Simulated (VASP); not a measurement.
Band structure of CdF2 (fluorite). Calculation: MS2 meta-GGA, VASP's PBE PAW potentials (set 64) (plane waves; VASP).

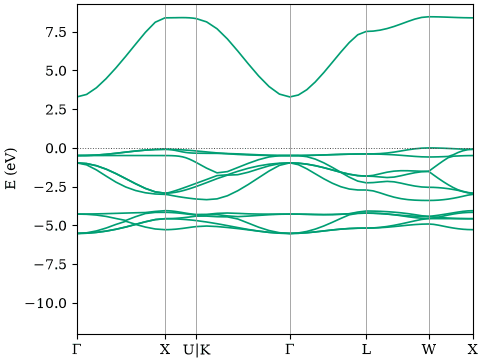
Figure. Bands along high-symmetry lines, zero at the valence-band maximum or, without a gap, the Fermi level

Read the plot: is there a gap, and where are the band edges?

The gap is indirect, 3.29 eV, from the valence maximum at W to the conduction minimum at Γ.

Measured: gap 7.80 eV (computed value off by -4.51 eV), as given by Giancarlo Cappellini et al., Physical Review B (2013), arXiv:1302.2571.

The compound is CdF2 in the fluorite structure. It was relaxed first.
